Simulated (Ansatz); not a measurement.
Input

```
crystal:
  periodic: [false, false, false]
  atoms:
    - {symbol: C, position_ang: [-0.166545, 0.213671, -0.546646]}
    - {symbol: Si, position_ang: [-0.393269, -1.111016, 0.580869]}
    - {symbol: Si, position_ang: [0.295517, 1.838643, -0.073940]}
    - {symbol: H, position_ang: [-0.782930, -2.461258, 0.129796]}
    - {symbol: H, position_ang: [-0.323565, 0.013232, -1.614715]}
    - {symbol: H, position_ang: [0.473271, 2.918346, -1.064445]}
    - {symbol: H, position_ang: [-0.193003, -0.888071, 2.027509]}
    - {symbol: H, position_ang: [0.517555, 2.154784, 1.352010]}
basis:
  gaussian:
    orbitals: def2-TZVPD
total_charge: 1
output: {forces: true, orbitals: {seedname: orbitals}}
hamiltonian:
  xc: {name: PBE0}
```

Run with:

```sh
ansatz run input.yaml --threads 1 --pin off --max-ram 2610MiB --events-out events.jsonl --progress --plain --runs-dir runs
```

Geometry: B3LYP-D3(BJ)/def2-SVP.

Method: isolated molecule in a Gaussian basis; Kohn-Sham density functional theory, functional PBE0 (Ansatz 0.2.0).

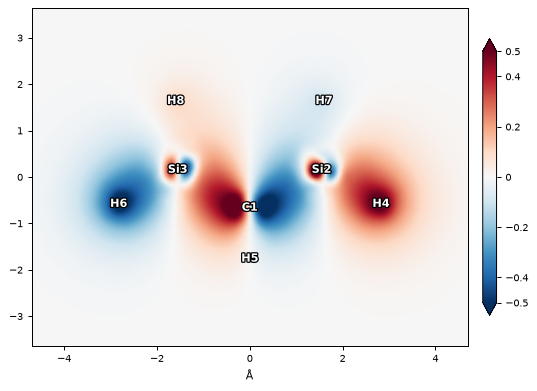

CH$_{5}$Si$_{2}$ (SMILES [SiH2]=C[SiH2+]) (charge +1). The HOMO−1 on the molecular plane (values in Å⁻³ᐟ²; the overall sign is arbitrary).

**What is the character of this orbital?**

Its weight (Hirshfeld) is mainly on C1 (about 25 %), Si2 (about 20 %), Si3 (about 20 %), H4 (about 15 %) and H6 (about 15 %); it is symmetric in the molecular plane (an in-plane orbital: σ, lone-pair or in-plane π type). Its energy is −15.00 eV.
